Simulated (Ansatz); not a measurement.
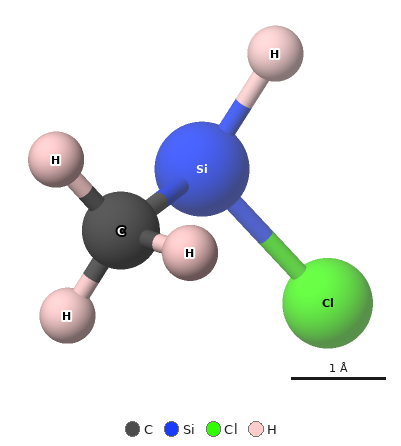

The starting structure (ball-and-stick view, seen at a tilt). Bond lengths as drawn: Cl–Si 2.09 Å, C–H 1.10 Å, C–Si 1.89 Å and H–Si 1.50 Å.

CH4ClSi: nudged elastic band

- system: CH4ClSi, multiplicity 2
- method: UKS B3LYP/def2-SVP (Ansatz 0.2.0)

It belongs to a series of runs on one base structure; here: band between the two ends.

**Input**
```yaml
crystal:
  periodic: [false, false, false]
  atoms:
    - { symbol: C, position_ang: [-0.640752, 0.468987, -0.331767] }
    - { symbol: Si, position_ang: [1.017275, -0.398864, -0.088133] }
    - { symbol: Cl, position_ang: [0.695058, -2.339014, 0.63367] }
    - { symbol: H, position_ang: [-0.478215, 1.498493, -0.690493] }
    - { symbol: H, position_ang: [-1.19098, 0.512361, 0.623823] }
    - { symbol: H, position_ang: [-1.262694, -0.06426, -1.066941] }
    - { symbol: H, position_ang: [1.860298, 0.322297, 0.919842] }
magnetization:
  spin_polarized: true
  initial_magnetization: 1
basis:
  gaussian: { orbitals: def2-SVP }
hamiltonian:
  xc: b3lyp
neb:
  order_check: false
  images: 9
  f_tol: 0.05
  max_iterations: 60
  initial_path: idpp
  final_atoms:
    - { symbol: C, position_ang: [-0.68867945, 0.45268004, -0.24401393] }
    - { symbol: Si, position_ang: [0.53512834, -0.54968812, 0.78397279] }
    - { symbol: Cl, position_ang: [1.23524595, -2.17323626, -0.34071841] }
    - { symbol: H, position_ang: [-0.20231294, 0.81880016, -1.16460317] }
    - { symbol: H, position_ang: [-1.04137682, 1.32230247, 0.33450597] }
    - { symbol: H, position_ang: [-1.56157615, -0.15349334, -0.53040732] }
    - { symbol: H, position_ang: [1.72356106, 0.28263504, 1.16126506] }
```

Hardware: 1 thread of Arm Neoverse V1, 24 GiB of memory available, shared host.

Command:
```bash
ansatz run input.yaml --threads 1 --pin off --max-ram 2048MiB --backend cpu --events-out ev --progress --plain --runs-dir out
```

**Output**
```
Engine: ansatz 0.2.0, aarch64-unknown-linux-gnu
Functional definition: B3LYP
  parameter a0 = 0.2
  parameter ax = 0.72
  parameter ac = 0.81
  exchange = (1 - a0 - ax)*slater_x + ax*b88_x + a0*exact_x
  correlation = (1 - ac)*vwn_rpa_c + ac*lyp_c
726 factors; integrals over basis functions are off by at most 3.4e-4 eV
mean field evaluation 1: about -21491.5318 eV, gradient 3.1e1 eV
mean field evaluation 2: about -21488.0581 eV, gradient 3.8e1 eV
mean field evaluation 4: about -21496.4170 eV, gradient 1.2e0 eV
mean field evaluation 8: about -21496.4283 eV, gradient 1.4e-2 eV
mean field -21496.42825285 eV, -789.9791674898 hartree, gradient 7.3e-5 eV, S^2 0.751203; 0 other end points of the search recorded, 0 dependent functions left out
the calculation of the forces begins
reference -21496.42847249 eV, -789.9791755613 hartree; 21, 20 occupied and 49, 50 virtual orbitals, 726 factors
726 factors; integrals over basis functions are off by at most 3.7e-4 eV
mean field evaluation 16: about -21491.5286 eV, gradient 3.1e1 eV
mean field -21496.42825000 eV, -789.9791673850 hartree, gradient 7.2e-5 eV, S^2 0.751204; 0 other end points of the search recorded, 0 dependent functions left out
[... from here on the field's lines of each further geometry are left out, up to the last ...]
NEB iter   1: max|band force component| = 1.192e0 eV/Å  barrier→ = 0.6912 eV  barrier← = 0.6912 eV  Δτ_max = 0.1941 Å  (296 SCF iters)
NEB iter   2: max|band force component| = 3.326e-1 eV/Å  barrier→ = 0.6150 eV  barrier← = 0.6150 eV  CI = image 5  Δτ_max = 0.0470 Å  (268 SCF iters)
NEB iter   3: max|band force component| = 1.138e-1 eV/Å  barrier→ = 0.6039 eV  barrier← = 0.6039 eV  CI = image 5  Δτ_max = 0.0614 Å  (243 SCF iters)
NEB iter   4: max|band force component| = 5.702e-2 eV/Å  barrier→ = 0.5993 eV  barrier← = 0.5993 eV  CI = image 5  Δτ_max = 0.0153 Å  (239 SCF iters)
the calculation of the forces begins
reference -21496.42333094 eV, -789.9789866129 hartree; 21, 20 occupied and 49, 50 virtual orbitals, 726 factors
726 factors; integrals over basis functions are off by at most 2.8e-4 eV
mean field evaluation 512: about -21495.8236 eV, gradient 2.8e-1 eV
mean field -21495.82898803 eV, -789.9571449141 hartree, gradient 2.1e-5 eV, S^2 0.754661; 1 other end points of the search recorded, 0 dependent functions left out
the calculation of the forces begins
reference -21495.82921017 eV, -789.9571530774 hartree; 21, 20 occupied and 49, 50 virtual orbitals, 726 factors
NEB iter   5: max|band force component| = 2.117e-2 eV/Å  barrier→ = 0.5993 eV  barrier← = 0.5993 eV  CI = image 5  Δτ_max = 0.0000 Å  (466 SCF iters)
```

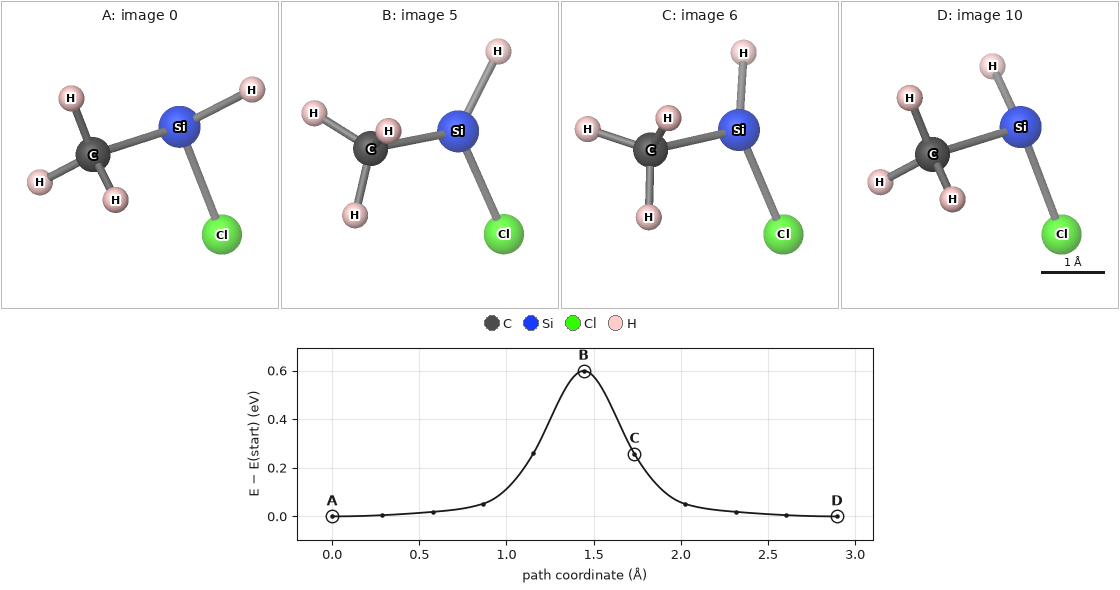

Images of the last band (counted from 0; ball-and-stick, seen at a tilt) above the energy along the path; the line is a cubic interpolation that uses the forces. The highest image is number 5, 0.599 eV above the start and 0.599 eV above the end (the climbing image); start and end have the same energy. The path is 2.90 Å long. The band converged in 5 iterations.

```
Total energy: -21495.82921017 eV, -789.9571530774 hartree
Atom 0 at    -0.722002     0.495862    -0.246207 Å, force    -0.001670     0.009708     0.004041 eV/Å
Atom 1 at     0.834069    -0.360531     0.371774 Å, force    -0.005687    -0.002358    -0.004844 eV/Å
Atom 2 at     1.165646    -2.321916    -0.226139 Å, force    -0.000065     0.000708     0.000360 eV/Å
Atom 3 at    -0.488471     1.388553    -0.848085 Å, force     0.000462    -0.005859     0.001600 eV/Å
Atom 4 at    -1.383490     0.795289     0.582347 Å, force     0.003359    -0.003837    -0.003715 eV/Å
Atom 5 at    -1.269036    -0.215662    -0.883582 Å, force    -0.000449    -0.000829    -0.000877 eV/Å
Atom 6 at     1.863273     0.218406     1.249893 Å, force     0.004050     0.002467     0.003436 eV/Å
Dipole moment:    -0.207126     0.337288     0.009313 e Å
this run last wrote the band of iteration 5 to [file]
```

**The last band as extended XYZ (Å, eV, eV/Å)**
```
7
Properties=species:S:1:pos:R:3:forces:R:3 image=0 energy=-21496.42825
C    -0.6408    0.4690   -0.3318    0.0105  -0.0121  -0.0023
Si    1.0173   -0.3989   -0.0881   -0.0063   0.0024   0.0055
Cl    0.6951   -2.3390    0.6337    0.0018   0.0037  -0.0020
H    -0.4782    1.4985   -0.6905   -0.0006  -0.0014   0.0016
H    -1.1910    0.5124    0.6238    0.0003   0.0026  -0.0017
H    -1.2627   -0.0643   -1.0669   -0.0023   0.0057   0.0022
H     1.8603    0.3223    0.9198   -0.0033  -0.0009  -0.0032
7
Properties=species:S:1:pos:R:3:forces:R:3 image=1 energy=-21496.42316
C    -0.6441    0.4749   -0.3178    0.0032   0.0130  -0.0037
Si    1.0358   -0.3487   -0.0680    0.0027  -0.0074  -0.0037
Cl    0.7714   -2.3645    0.4368   -0.0077   0.0045   0.0137
H    -0.5148    1.4732   -0.7674   -0.0005   0.0003   0.0162
H    -1.1619    0.5937    0.6493   -0.0066  -0.0185   0.0007
H    -1.2803   -0.1271   -0.9842    0.0043   0.0027  -0.0110
H     1.7939    0.2987    1.0513    0.0046   0.0054  -0.0123
7
Properties=species:S:1:pos:R:3:forces:R:3 image=2 energy=-21496.40956
C    -0.6493    0.4822   -0.3037    0.0050   0.0192  -0.0170
Si    1.0500   -0.3007   -0.0356    0.0127  -0.0077  -0.0127
Cl    0.8569   -2.3675    0.2453   -0.0180   0.0021   0.0256
H    -0.5486    1.4377   -0.8443   -0.0040   0.0039   0.0280
H    -1.1500    0.6812    0.6589    0.0020  -0.0345   0.0082
H    -1.2877   -0.1860   -0.9016    0.0065   0.0045  -0.0160
H     1.7287    0.2530    1.1809   -0.0041   0.0125  -0.0161
7
Properties=species:S:1:pos:R:3:forces:R:3 image=3 energy=-21496.37608
C    -0.6727    0.4871   -0.2725    0.0422   0.0103  -0.0420
Si    1.0406   -0.2665    0.0269    0.0845   0.0364  -0.1313
Cl    0.9708   -2.3597    0.0575   -0.0622   0.0202   0.0817
H    -0.5431    1.3832   -0.9017   -0.0625   0.0309   0.0227
H    -1.2157    0.7871    0.6399    0.1044  -0.0862   0.0498
H    -1.2945   -0.2281   -0.8332    0.0112   0.0013  -0.0064
H     1.7145    0.1968    1.2830   -0.1176  -0.0128   0.0255
7
Properties=species:S:1:pos:R:3:forces:R:3 image=4 energy=-21496.16827
C    -0.7164    0.4882   -0.2363    0.0103  -0.0353   0.0699
Si    0.9583   -0.2900    0.1675    0.5903   0.3353  -0.9686
Cl    1.0792   -2.3585   -0.0900   -0.1990  -0.0392   0.3168
H    -0.4933    1.3621   -0.8746   -0.0797  -0.0244   0.0903
H    -1.3505    0.8252    0.5983    0.0471  -0.0803   0.1215
H    -1.2870   -0.2258   -0.8510   -0.0060  -0.0066   0.0239
H     1.8096    0.1989    1.2861   -0.3630  -0.1495   0.3462
7
Properties=species:S:1:pos:R:3:forces:R:3 image=5 energy=-21495.82899
C    -0.7220    0.4959   -0.2462   -0.0017   0.0097   0.0040
Si    0.8341   -0.3605    0.3718   -0.0057  -0.0024  -0.0048
Cl    1.1656   -2.3219   -0.2261   -0.0001   0.0007   0.0004
H    -0.4885    1.3886   -0.8481    0.0005  -0.0059   0.0016
H    -1.3835    0.7953    0.5823    0.0034  -0.0038  -0.0037
H    -1.2690   -0.2157   -0.8836   -0.0004  -0.0008  -0.0009
H     1.8633    0.2184    1.2499    0.0040   0.0025   0.0034
7
Properties=species:S:1:pos:R:3:forces:R:3 image=6 energy=-21496.17077
C    -0.7087    0.4931   -0.2485    0.0713   0.0048  -0.0295
Si    0.7091   -0.4543    0.5680   -0.5848  -0.4387   0.9197
Cl    1.2436   -2.2500   -0.3539    0.1654   0.2012  -0.2688
H    -0.4687    1.4091   -0.8102    0.1480  -0.0150  -0.0381
H    -1.3985    0.7625    0.5715    0.0390   0.0556  -0.1022
H    -1.2484   -0.2005   -0.9124    0.0189   0.0087  -0.0148
H     1.8717    0.2402    1.1855    0.1422   0.1834  -0.4663
7
Properties=species:S:1:pos:R:3:forces:R:3 image=7 energy=-21496.37680
C    -0.7156    0.4585   -0.2033   -0.0170  -0.0284   0.0501
Si    0.6300   -0.5372    0.6860   -0.0710  -0.0655   0.1193
Cl    1.3082   -2.1366   -0.4844    0.0266   0.0772  -0.0609
H    -0.3541    1.3554   -0.7344    0.1175  -0.0738   0.0228
H    -1.4525    0.7828    0.5501   -0.0221   0.0559  -0.0394
H    -1.2372   -0.1911   -0.9234    0.0004  -0.0060   0.0119
H     1.8211    0.2682    1.1094   -0.0344   0.0405  -0.1039
7
Properties=species:S:1:pos:R:3:forces:R:3 image=8 energy=-21496.40939
C    -0.7271    0.4309   -0.1791   -0.0175   0.0046   0.0191
Si    0.5962   -0.6000    0.6920   -0.0012  -0.0168   0.0092
Cl    1.4051   -2.0059   -0.6335    0.0109   0.0209  -0.0205
H    -0.2726    1.2611   -0.7457    0.0186  -0.0230  -0.0193
H    -1.4255    0.8585    0.5590    0.0192   0.0192  -0.0090
H    -1.3037   -0.1970   -0.8752   -0.0110  -0.0072   0.0121
H     1.7275    0.2525    1.1825   -0.0189   0.0025   0.0083
7
Properties=species:S:1:pos:R:3:forces:R:3 image=9 energy=-21496.42311
C    -0.7333    0.4160   -0.1749   -0.0053   0.0072   0.0108
Si    0.5788   -0.6502    0.6643    0.0006  -0.0087  -0.0009
Cl    1.5152   -1.8739   -0.7548    0.0057   0.0134  -0.0077
H    -0.2573    1.1911   -0.7996    0.0032  -0.0119  -0.0154
H    -1.3582    0.9164    0.5830    0.0127   0.0090  -0.0049
H    -1.3861   -0.1972   -0.8144   -0.0076  -0.0052   0.0080
H     1.6408    0.1979    1.2964   -0.0093  -0.0038   0.0101
7
Properties=species:S:1:pos:R:3:forces:R:3 image=10 energy=-21496.42825
C    -0.7236    0.4181   -0.2010   -0.0092   0.0059  -0.0004
Si    0.5355   -0.6870    0.6666    0.0143   0.0076  -0.0119
Cl    1.5834   -1.8124   -0.7569   -0.0065   0.0043   0.0097
H    -0.2131    1.0940   -0.9085    0.0013  -0.0043   0.0037
H    -1.2606    1.0306    0.5418    0.0030  -0.0025  -0.0010
H    -1.4605   -0.1777   -0.7608    0.0016  -0.0027   0.0001
H     1.5389    0.1345    1.4187   -0.0045  -0.0084  -0.0002
```

**Summary**

```csv
quantity,value
outcome,converged
"barrier, forward",0.599 eV
"barrier, backward",0.599 eV
wall time,3 min
peak memory,0.17 GiB
```

**Remarks**

The order of the saddle point was not checked.
